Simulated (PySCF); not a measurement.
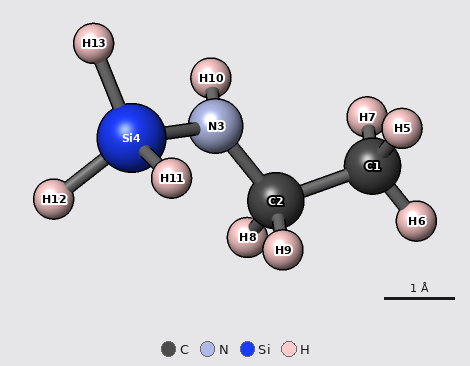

**Figure 1.** The input geometry (ball-and-stick view, seen at a tilt; atoms are numbered from 1 in the order of the input).

## C$_{2}$H$_{9}$NSi: geometry relaxation

System: C$_{2}$H$_{9}$NSi.
Method: PBE0-D3(BJ)/def2-SVP geometry optimisation, gas phase (PySCF 2.14.0).

## Output
```
step   0  E = -425.40187534  max force = 0.044658
step   1  E = -425.40775724  max force = 0.007359
step   2  E = -425.40794553  max force = 0.001431
step   3  E = -425.40797229  max force = 0.001219
step   4  E = -425.40798923  max force = 0.000235
step   5  E = -425.40799598  max force = 0.000187
optimisation converged
```

## Trajectory as extended XYZ (Å, eV, eV/Å), 6 frames, from step=0 to step=5
```
13
Properties=species:S:1:pos:R:3:forces:R:3 step=0 energy=-11575.77464
C     1.9604    0.0245    0.2166   -2.1294   1.1685  -0.5929
C     0.5373   -0.5637    0.2682    0.3788   0.7406   0.1865
N    -0.4141    0.2103   -0.5189    2.2964  -0.5937   0.4361
Si   -2.0337    0.3485   -0.1616   -1.6612   0.2827   0.0665
H     1.9104    1.0701    0.5580    0.1409  -0.0044   0.0549
H     2.6243   -0.5156    0.8287    1.1968  -0.9664   0.9734
H     2.3197    0.0471   -0.8108    0.2577  -0.1166  -0.3886
H     0.6027   -1.5985   -0.0798   -0.1818  -0.5291   0.0429
H     0.1840   -0.5627    1.3216    0.1029  -0.1768  -0.2470
H    -0.0999    0.2876   -1.4615    0.0754   0.2188  -0.8870
H    -2.1634    0.8239    1.2306   -0.1241   0.1638   0.3433
H    -2.8289   -0.9063   -0.2534   -0.2210  -0.2487  -0.0189
H    -2.5930    1.3179   -1.1480   -0.1314   0.0614   0.0308
13
Properties=species:S:1:pos:R:3:forces:R:3 step=1 energy=-11575.93470
C     1.8940    0.1784    0.3576    0.3784  -0.3404   0.1544
C     0.5839   -0.5763    0.2445   -0.0606  -0.1568  -0.1382
N    -0.3621    0.1017   -0.6150   -0.1186   0.0313  -0.0223
Si   -2.0513    0.2565   -0.2723   -0.0292  -0.0135   0.0022
H     1.7344    1.1861    0.7626   -0.0213   0.0725   0.0183
H     2.6132   -0.3625    1.0133   -0.2443   0.2115  -0.2199
H     2.3657    0.2782   -0.6353    0.0028   0.0339   0.0552
H     0.7798   -1.6201   -0.0958   -0.0124   0.1827   0.0673
H     0.1244   -0.6760    1.2425    0.0188   0.0062   0.0352
H    -0.0515    0.2090   -1.5765   -0.0110  -0.0039   0.0971
H    -2.2320    0.7639    1.1256    0.0465  -0.0175  -0.0183
H    -2.8503   -1.0151   -0.3667    0.0047   0.0124  -0.0057
H    -2.6401    1.2304   -1.2416    0.0460  -0.0184  -0.0252
13
Properties=species:S:1:pos:R:3:forces:R:3 step=2 energy=-11575.93982
C     1.9021    0.1762    0.3526    0.0546  -0.0553   0.0319
C     0.5891   -0.5814    0.2515   -0.0736  -0.0157   0.0076
N    -0.3746    0.0917   -0.5930    0.0452   0.0041  -0.0288
Si   -2.0657    0.2568   -0.2758    0.0172  -0.0309   0.0519
H     1.7393    1.1834    0.7638   -0.0002   0.0107  -0.0065
H     2.6243   -0.3556    0.9952   -0.0591   0.0323  -0.0296
H     2.3669    0.2879   -0.6408   -0.0051   0.0134  -0.0017
H     0.7882   -1.6175   -0.0917   -0.0101   0.0136   0.0022
H     0.1469   -0.6864    1.2576    0.0189   0.0102   0.0066
H    -0.0614    0.2041   -1.5510   -0.0032   0.0261  -0.0165
H    -2.2522    0.7657    1.1189    0.0016  -0.0071   0.0051
H    -2.8760   -1.0057   -0.3838   -0.0065   0.0077  -0.0046
H    -2.6187    1.2348   -1.2607    0.0202  -0.0091  -0.0177
13
Properties=species:S:1:pos:R:3:forces:R:3 step=3 energy=-11575.94055
C     1.9003    0.1713    0.3544   -0.0518   0.0487  -0.0196
C     0.5804   -0.5746    0.2468    0.0375   0.0300  -0.0247
N    -0.3705    0.1034   -0.6061   -0.0065  -0.0090   0.0627
Si   -2.0587    0.2515   -0.2716   -0.0156   0.0213  -0.0323
H     1.7419    1.1827    0.7594    0.0017  -0.0127  -0.0104
H     2.6085   -0.3611    1.0045    0.0402  -0.0369   0.0492
H     2.3749    0.2774   -0.6346   -0.0061  -0.0022  -0.0139
H     0.7727   -1.6118   -0.0906    0.0035  -0.0500  -0.0087
H     0.1336   -0.6709    1.2518    0.0021   0.0109  -0.0037
H    -0.0589    0.2192   -1.5640    0.0152   0.0063  -0.0026
H    -2.2348    0.7541    1.1265   -0.0009  -0.0050   0.0052
H    -2.8632   -1.0144   -0.3794   -0.0024  -0.0026   0.0043
H    -2.6181    1.2272   -1.2546   -0.0167   0.0013  -0.0053
13
Properties=species:S:1:pos:R:3:forces:R:3 step=4 energy=-11575.94101
C     1.9015    0.1716    0.3531   -0.0034   0.0060  -0.0087
C     0.5831   -0.5763    0.2497    0.0005   0.0020  -0.0056
N    -0.3712    0.1016   -0.5993   -0.0001  -0.0004   0.0121
Si   -2.0614    0.2532   -0.2738   -0.0050   0.0005  -0.0075
H     1.7430    1.1830    0.7569   -0.0014  -0.0015  -0.0034
H     2.6130   -0.3604    1.0028    0.0085  -0.0063   0.0113
H     2.3719    0.2767   -0.6383    0.0008  -0.0011  -0.0014
H     0.7753   -1.6147   -0.0883   -0.0031  -0.0095   0.0002
H     0.1395   -0.6724    1.2560    0.0014   0.0039   0.0024
H    -0.0574    0.2198   -1.5565    0.0048   0.0111   0.0005
H    -2.2443    0.7532    1.1246    0.0000  -0.0022   0.0009
H    -2.8673   -1.0116   -0.3863   -0.0014  -0.0002   0.0009
H    -2.6173    1.2304   -1.2580   -0.0014  -0.0024  -0.0016
13
Properties=species:S:1:pos:R:3:forces:R:3 step=5 energy=-11575.94119
C     1.9034    0.1697    0.3521    0.0023  -0.0043  -0.0060
C     0.5828   -0.5750    0.2523   -0.0037  -0.0082   0.0004
N    -0.3712    0.1046   -0.5955    0.0010   0.0045  -0.0015
Si   -2.0630    0.2529   -0.2756   -0.0009  -0.0084  -0.0018
H     1.7476    1.1827    0.7524   -0.0012   0.0018   0.0004
H     2.6142   -0.3622    1.0035   -0.0018   0.0026  -0.0019
H     2.3728    0.2706   -0.6404    0.0030  -0.0030   0.0028
H     0.7717   -1.6149   -0.0844   -0.0049   0.0033   0.0030
H     0.1408   -0.6680    1.2596    0.0020   0.0021   0.0024
H    -0.0551    0.2273   -1.5514    0.0020   0.0096   0.0027
H    -2.2515    0.7475    1.1240   -0.0005   0.0008  -0.0010
H    -2.8670   -1.0126   -0.3943    0.0004   0.0001  -0.0002
H    -2.6174    1.2314   -1.2595    0.0022  -0.0009   0.0008
```

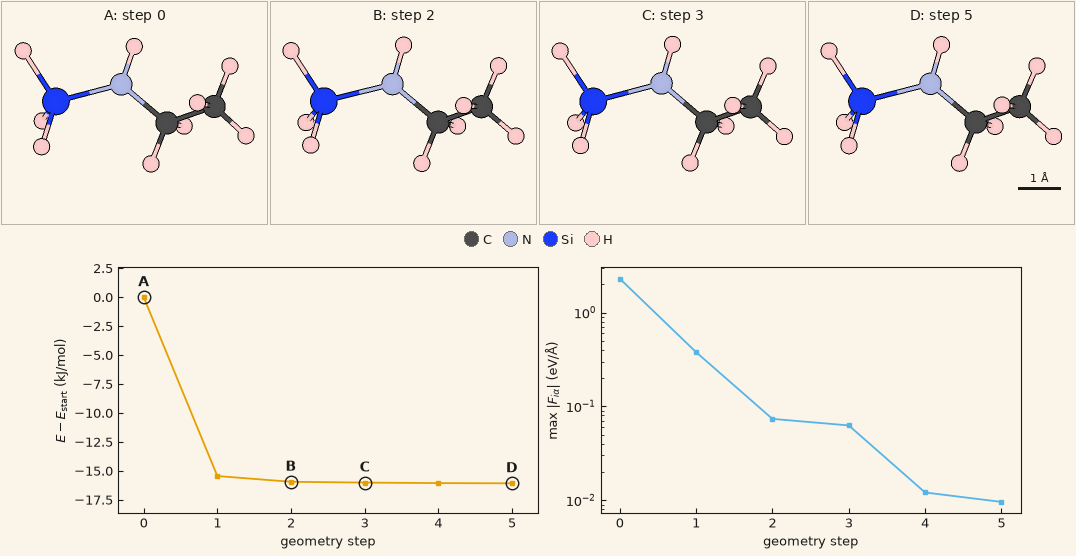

**Figure 2.** Frames of the relaxation (ball-and-stick view, seen at a tilt) above the curves, on which the letters mark them (steps are counted from 0).

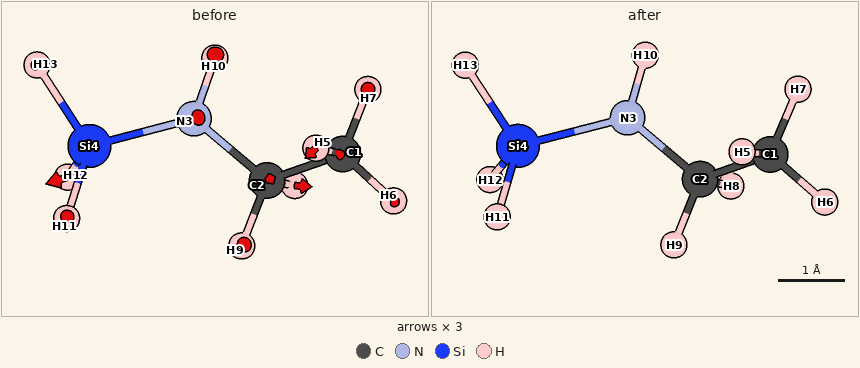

**Figure 3.** Before (left) and after (right) the relaxation, at one scale (ball-and-stick view, seen at a tilt). The red arrows give the displacements, magnified 3 times. The largest moves after the best rigid fit, 0.13 Å, are those of H10 and H12. Largest moves by element: H 0.13 Å, N 0.11 Å, C 0.06 Å, Si 0.03 Å. Distances before and after: N3–Si4 1.664 → 1.728 Å, C1–H6 1.052 → 1.101 Å, C1–C2 1.541 → 1.519 Å, Si4–H11 1.477 → 1.496 Å. Among the angles that change: C2–N3–H10 110.3° → 113.8°, H8–C2–H9 108.8° → 105.4°, H6–C1–H7 110.6° → 107.6°. Over 5 geometry steps the energy falls by 16.1 kJ/mol. The largest force component goes from 2.3 to 0.0096 eV/Å. (Atoms are counted from 1 in the order of the input.)

This output came from the following input.

## Input
```
{"job": {"xc": "PBE0", "basis": "def2-SVP", "d3": "d3bj", "grid": 1, "shake": 0.01, "kind": "geom"}, "charge": 0, "multiplicity": 1}
C      1.960430     0.024470     0.216620
C      0.537300    -0.563730     0.268190
N     -0.414070     0.210310    -0.518860
Si    -2.033670     0.348490    -0.161610
H      1.910400     1.070130     0.557990
H      2.624280    -0.515590     0.828740
H      2.319690     0.047080    -0.810850
H      0.602680    -1.598470    -0.079780
H      0.183950    -0.562720     1.321640
H     -0.099880     0.287640    -1.461520
H     -2.163390     0.823860     1.230580
H     -2.828880    -0.906260    -0.253430
H     -2.593010     1.317900    -1.148030
```

The first line tells a small driver script what to run in PySCF; the rest is the geometry in Å.

Command:
```bash
OMP_NUM_THREADS=1 python <driver script> task.json out
```

## Results in brief

```json
{"quantity": "outcome", "value": "converged"}
{"quantity": "total energy", "value": "−425.407996 hartree"}
{"quantity": "dipole moment", "value": "1.24 D"}
{"quantity": "point group", "value": "C1"}
{"quantity": "hardware", "value": "1 CPU thread, shared host"}
{"quantity": "wall time", "value": "20 s"}
{"quantity": "peak memory", "value": "0.43 GiB"}
```
